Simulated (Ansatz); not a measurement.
**PF3 (phosphorus trifluoride): CCSD(T)/6-311+G(d,p)**

What is the energy change on altering one bond length of PF3 (phosphorus trifluoride) at CCSD(T)/6-311+G**? 

Program for the calculation: Ansatz 0.2.0.

38 further runs of the same task are left out: 6 that didn't finish, 32 set aside as unsound or not needed.

## 1. Starting point

PF3: 4 atoms, total charge 0, spin state singlet. As SMILES, `FP(F)F`. The coordinates come from a PBE0-D4/def2-TZVP relaxation.

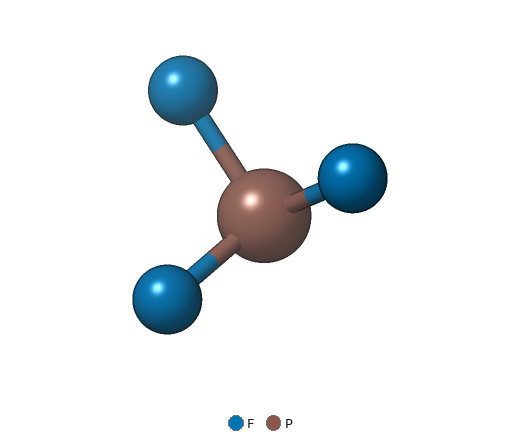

Viewed from a chosen angle; fluorine blue, phosphorus brown.

## 2. The energy at CCSD(T)/6-311+G(d,p)

in.yaml

```yaml
crystal:
  periodic: [false, false, false]
  atoms:
    - {symbol: F, position_ang: [0.834400, -0.663200, 0.874500]}
    - {symbol: P, position_ang: [-0.297500, 0.314600, 0.392300]}
    - {symbol: F, position_ang: [-1.061900, -0.696500, -0.536900]}
    - {symbol: F, position_ang: [0.525000, 1.045200, -0.730000]}
basis:
  gaussian:
    orbitals: 6-311+G_st__st_-spherical.json
correlation:
  method: ccsd_t
  frozen_orbitals: {F: 1, P: 5}
accuracy: high
scf:
  omitted_lower_state_checks: [cluster_reference, increment]
```

The basis set 6-311+G** is read from a file made from the Basis Set Exchange's data (not shown).

Launch:

```sh
$ ansatz run in.yaml --threads 1 --pin off --max-ram 3480MiB --events-out events.jsonl --progress --plain --runs-dir runs
```

Log, shortened:

```text
Warning: RAYON_NUM_THREADS=1 ignored (pool sized by the plan → 1); use --threads N
Functional definition: HF
  name "HF"
[...]
1724 factors; integrals over basis functions are off by at most 3.4e-9 eV
[...]
mean field -17394.33334633 eV, -639.2299601750 hartree, gradient 2.7e-8 eV, S^2 0.000000; 0 other end points of the search recorded, 0 dependent functions left out
8 core orbitals not correlated: weight in the atoms' cores, before any rotation towards them, 1.000 or more for the frozen orbitals, at most 0.000 for the correlated occupied ones
reference -17394.33334633 eV, -639.2299601750 hartree; 13, 13 occupied and 75, 75 virtual orbitals, 1724 factors
second order -19.95082656 eV of doubles, -0.00000000 eV of singles
cycle   1  -19.49005013 eV  change    4.6e-1 eV  update   1.1e-1
[...]
cycle  19  -20.08804625 eV  change   -1.5e-9 eV  update   2.7e-9
perturbative correction -0.53567157 eV, -0.0196855672 hartree
Total energy: -17414.95706416 eV, -639.9878678258 hartree
Checks for a lower state left out: cluster_reference, increment
```

Wall time 27 s (1 thread of Arm Neoverse V1, shared host); peak memory 0.59 GiB.

## 3. The distorted shape, same level

molecule.yaml

```yaml
crystal:
  periodic: [false, false, false]
  atoms:
    - {symbol: F, position_ang: [0.423128, -1.028519, 1.435680]}
    - {symbol: P, position_ang: [-0.708772, -0.050719, 0.953480]}
    - {symbol: F, position_ang: [-1.473172, -1.061819, 0.024280]}
    - {symbol: F, position_ang: [0.525000, 1.045200, -0.730000]}
basis:
  gaussian:
    orbitals: 6-311+G_st__st_-spherical.json
scf:
  omitted_lower_state_checks: [cluster_reference, increment]
accuracy: high
correlation:
  method: ccsd_t
  frozen_orbitals: {F: 1, P: 5}
```

The basis set 6-311+G** is read from a file made from the Basis Set Exchange's data (not shown).

Launch:

```sh
$ ansatz run molecule.yaml --threads 1 --pin off --max-ram 3480MiB --events-out events.jsonl --progress --plain --runs-dir runs
```

Log, shortened:

```text
Warning: RAYON_NUM_THREADS=1 ignored (pool sized by the plan → 1); use --threads N
[... 2 set-up lines as earlier in the session ...]
[...]
1698 factors; integrals over basis functions are off by at most 1.6e-8 eV
[...]
mean field -17390.90427265 eV, -639.1039440416 hartree, gradient 1.5e-8 eV, S^2 0.000000; 0 other end points of the search recorded, 0 dependent functions left out; unrestricted orbitals would lower it
8 core orbitals not correlated: weight in the atoms' cores, before any rotation towards them, 1.000 or more for the frozen orbitals, at most 0.000 for the correlated occupied ones
reference -17390.90427265 eV, -639.1039440416 hartree; 13, 13 occupied and 75, 75 virtual orbitals, 1698 factors
second order -20.75434744 eV of doubles, -0.00000000 eV of singles
cycle   1  -19.83582988 eV  change    9.2e-1 eV  update   1.7e-1
[...]
cycle  26  -20.71784201 eV  change   2.4e-10 eV  update   3.1e-9
perturbative correction -0.72923269 eV, -0.0267988071 hartree
Total energy: -17412.35134735 eV, -639.8921094994 hartree
Checks for a lower state left out: cluster_reference, increment
```

Run time: 30 s. Hardware: 1 thread of Arm Neoverse V1, shared host; peak memory 0.58 GiB.

## 4. Results

Level: CCSD(T)/6-311+G**, 8 core orbitals frozen.

| quantity | value |
| --- | --- |
| first shape: total energy | -639.98787 Eh |
| first shape: correlation energy (8 core orbitals frozen) | -757.9 mEh |
| first shape: (T) correction | -19.69 mEh |
| first shape: T1 diagnostic | 0.014 |
| distorted shape: total energy | -639.89211 Eh |
| distorted shape: correlation energy (8 core orbitals frozen) | -788.2 mEh |
| distorted shape: (T) correction | -26.80 mEh |
| distorted shape: T1 diagnostic | 0.024 |
| energy change with the P2–F4 bond stretched from 1.572 to 2.357 Å | 2.606 eV |

What this shows: With the P2–F4 bond stretched from 1.572 to 2.357 Å the energy rises by 2.61 eV (60 kcal/mol). The first shape isn't relaxed at this level, so the change isn't measured from a minimum. A restricted reference can't describe the breaking bond well at this length. The triples (first shape) make up 2.6 % of the correlation energy. The T1 diagnostic (distorted shape) of 0.024 is above the customary mark for such species, so a single reference may not serve. The restricted solution (distorted shape) is unstable to spin breaking: an unrestricted one lies lower. The triples (distorted shape) make up 3.4 % of the correlation energy.
